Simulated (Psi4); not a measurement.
**C3H6 (cyclopropane) at TPSSh/def2-SVPD**

What is the energy change on altering one bond length of C3H6 (cyclopropane) at TPSSh/def2-SVPD? 

The results are computed with Psi4 1.11.

## Step 1: The molecule

C3H6 has 9 atoms, charge 0, and is taken as a singlet. As SMILES, `C1CC1`. The shape is that of a PBE0-D4/def2-TZVP optimisation.

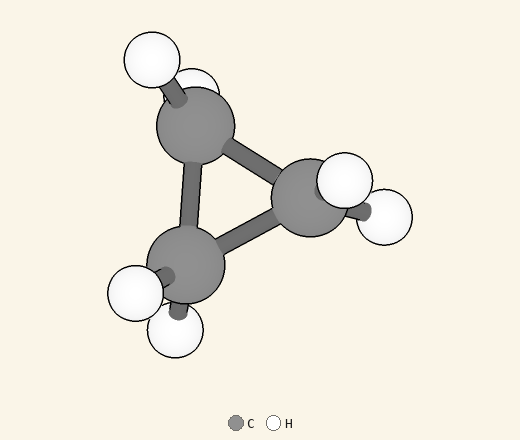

Viewed from a chosen angle; carbon grey, hydrogen white.

## Step 2: Energy and gradient at TPSSh/def2-SVPD

job.inp

```
memory 1600 MB

molecule {
  0 1
  C
  C 1 R2
  C 2 R3 1 A3
  H 1 R4 2 A4 3 D4
  H 1 R5 4 A5 3 D5
  H 2 R6 1 A6 4 D6
  H 2 R7 6 A7 1 D7
  H 3 R8 2 A8 7 D8
  H 3 R9 8 A9 2 D9

  R2 = 1.497075
  R3 = 1.497084
  A3 = 60.00099
  R4 = 1.0828
  A4 = 118.02411
  D4 = 107.88798
  R5 = 1.082802
  A5 = 114.29079
  D5 = 145.4977
  R6 = 1.082907
  A6 = 118.01788
  D6 = -0.00628
  R7 = 1.082771
  A7 = 114.2887
  D7 = 145.50236
  R8 = 1.082841
  A8 = 118.01613
  D8 = -0.00715
  R9 = 1.082804
  A9 = 114.28477
  D9 = -145.50006
  symmetry c1
}

set {
  basis                def2-SVPD
  reference            rks
  puream               true
  e_convergence        1e-09
  d_convergence        1e-08
  scf_type             pk
  dft_radial_points    99
  dft_spherical_points 590
}

energy_value, wavefunction = gradient('tpssh', return_wfn=True)
oeprop(wavefunction, 'WIBERG_LOWDIN_INDICES', 'LOWDIN_CHARGES', 'MAYER_INDICES')
```

Run with:

```
$ psi4 job.inp job.out -n 1
```

job.out:

```text
[...]
  Running in c1 symmetry.
[...]
  Nuclear repulsion =   76.073899816192110
[...]
  Multiplicity = 1
[...]
  Nalpha       = 12
  Nbeta        = 12
[...]
    Number of basis functions: 108
[...]
   @RKS iter   1:  -117.50701869295716    4.17197e-03   7.11572e-03 ADIIS/DIIS
[...]
   @RKS iter   9:  -117.83301077446541   -3.40776e-11   1.12025e-09 DIIS
[...]
    Orbital Energies [Eh]
    ---------------------
    Doubly Occupied:
       1A    -10.123835     2A    -10.123565     3A    -10.123562
       4A     -0.825180     5A     -0.573242     6A     -0.573234
       7A     -0.478253     8A     -0.449789     9A     -0.347434
      10A     -0.347425    11A     -0.281500    12A     -0.281488
[...]
  @RKS Final Energy:  -117.83301077446541
   => Energetics <=
    Nuclear Repulsion Energy =             76.0738998161921103
    One-Electron Energy =                -307.2391512550122457
    Two-Electron Energy =                 130.0994222201710215
    DFT Exchange-Correlation Energy =     -16.7671815558163004
    Empirical Dispersion Energy =           0.0000000000000000
    VV10 Nonlocal Energy =                  0.0000000000000000
    Total Energy =                       -117.8330107744654072
[...]
 Multipole Moments:
 ------------------------------------------------------------------------------------
     Multipole            Electronic (a.u.)      Nuclear  (a.u.)        Total (a.u.)
 ------------------------------------------------------------------------------------
 L = 1.  Multiply by 2.5417464519 to convert [e a0] to [Debye]
 Dipole X            :          0.0000798           -0.0000667            0.0000132
 Dipole Y            :          0.0001249           -0.0001265           -0.0000015
 Dipole Z            :         -0.0000739            0.0000735           -0.0000003
 Magnitude           :                                                    0.0000132
[...]
  -Total Gradient:
     Atom            X                  Y                   Z
    ------   -----------------  -----------------  -----------------
       1        0.000000143412    -0.001159885182     0.002034661687
       2        0.000108045481    -0.001186967762    -0.002062914143
       3       -0.000051157164     0.002363612897    -0.000000588432
       4        0.004728366367    -0.001713298749     0.002951093751
       5       -0.004728683684    -0.001700191259     0.002954681697
       6        0.004666183668    -0.001686680052    -0.002923128166
       7       -0.004748472643    -0.001709635681    -0.002957407219
       8       -0.004708373413     0.003396110081     0.000003676403
       9        0.004733948418     0.003396437888    -0.000000660121
[...]
```

Run time: 48 s. Hardware: 1 thread of Intel Xeon 6975P-C (Granite Rapids), shared host; peak memory 0.6 GiB.

## Step 3: The distorted shape

input.json

```json
{
  "schema_name": "qcschema_input",
  "schema_version": 1,
  "molecule": {
    "schema_name": "qcschema_molecule",
    "schema_version": 2,
    "symbols": ["C", "C", "C", "H", "H", "H", "H", "H", "H"],
    "geometry": [-1.03429624, 0.41835513, -0.81906966, 1.32786141, 1.2692988, 0.48465239, -0.4046395, -0.57110547, 1.75549321, -2.5753679, 1.75420253, -0.98498762, -0.79330703, -1.23663678, -2.88750152, 1.3921121, 3.18378034, 1.20463804, 3.11875486, 0.57463548, -0.22021545, 0.20895458, -2.51676749, 1.91404123, -1.51768818, 0.09199943, 3.33927267],
    "molecular_charge": 0,
    "molecular_multiplicity": 1,
    "fix_symmetry": "c1"
  },
  "driver": "gradient",
  "model": {
    "method": "tpssh",
    "basis": "def2-SVPD"
  },
  "keywords": {
    "puream": true,
    "e_convergence": 1e-09,
    "d_convergence": 1e-08,
    "scf_type": "pk",
    "dft_radial_points": 99,
    "dft_spherical_points": 590,
    "scf_properties": ["QUADRUPOLE", "LOWDIN_CHARGES", "MAYER_INDICES"]
  }
}
```

Run with:

```
$ psi4 --qcschema input.json -n 1 --memory 1600MB
```

stdout, shortened:

```text
[...]
  Running in c1 symmetry.
[...]
  Nuclear repulsion =   74.995001811692674
[...]
  Multiplicity = 1
[...]
  Nalpha       = 12
  Nbeta        = 12
[...]
    Number of basis functions: 108
[...]
   @RKS iter   1:  -117.44670114462585   -2.87569e-02   7.27057e-03 DIIS/ADIIS
[...]
   @RKS iter  10:  -117.79685870750157   -1.22782e-11   5.30257e-09 DIIS
[...]
    Orbital Energies [Eh]
    ---------------------
    Doubly Occupied:
       1A    -10.151289     2A    -10.127504     3A    -10.127322
       4A     -0.826823     5A     -0.576363     6A     -0.558942
       7A     -0.473921     8A     -0.442884     9A     -0.350287
      10A     -0.325114    11A     -0.284908    12A     -0.280857
[...]
  @RKS Final Energy:  -117.79685870750157
   => Energetics <=
    Nuclear Repulsion Energy =             74.9950018116926742
    One-Electron Energy =                -305.0713736456713718
    Two-Electron Energy =                 128.9616199124063201
    DFT Exchange-Correlation Energy =     -16.6821067859291858
    Empirical Dispersion Energy =           0.0000000000000000
    VV10 Nonlocal Energy =                  0.0000000000000000
    Total Energy =                       -117.7968587075015705
[...]
 Multipole Moments:
[...]
  -Total Gradient:
     Atom            X                  Y                   Z
    ------   -----------------  -----------------  -----------------
       1       -0.010162960967     0.053951096083     0.064253765257
       2       -0.002220527043     0.000787356776     0.003928505123
       3        0.000898420165     0.004297599501     0.001660286866
       4        0.005123421609    -0.000943402209     0.005636434900
       5        0.009516525493    -0.057139180003    -0.069790558387
       6       -0.000225945716    -0.006152627447    -0.001210700500
       7       -0.005249764320     0.001605428509     0.001227203239
       8       -0.001898751137     0.005105221833    -0.001217965443
       9        0.004218619485    -0.001511369655    -0.004488107257
[...]
```

It took 48 s on 1 thread of Intel Xeon 6975P-C (Granite Rapids), shared host; peak memory 0.61 GiB.

## Step 4: What came out

At TPSSh/def2-SVPD:

```
                                                         quantity          value
                                        first shape: total energy  -117.83301 Eh
                                       first shape: dipole moment         0.00 D
                                         first shape: HOMO energy       -7.66 eV
                                         first shape: LUMO energy        0.87 eV
                                       first shape: HOMO–LUMO gap        8.53 eV
                            first shape: largest force on an atom     0.301 eV/Å
                                    distorted shape: total energy  -117.79686 Eh
                                   distorted shape: dipole moment         0.33 D
                                     distorted shape: HOMO energy       -7.64 eV
                                     distorted shape: LUMO energy        0.36 eV
                                   distorted shape: HOMO–LUMO gap        8.00 eV
                        distorted shape: largest force on an atom     4.664 eV/Å
energy change with the C1–H5 bond stretched from 1.083 to 1.408 Å       0.984 eV
```

**Reading.** With the C1–H5 bond stretched from 1.083 to 1.408 Å the energy rises by 0.98 eV (94.9 kJ/mol). The first shape isn't relaxed at this level, so the change isn't measured from a minimum. The largest force (first shape) is 0.30 eV/Å: the shape isn't a stationary point for this species at this level.
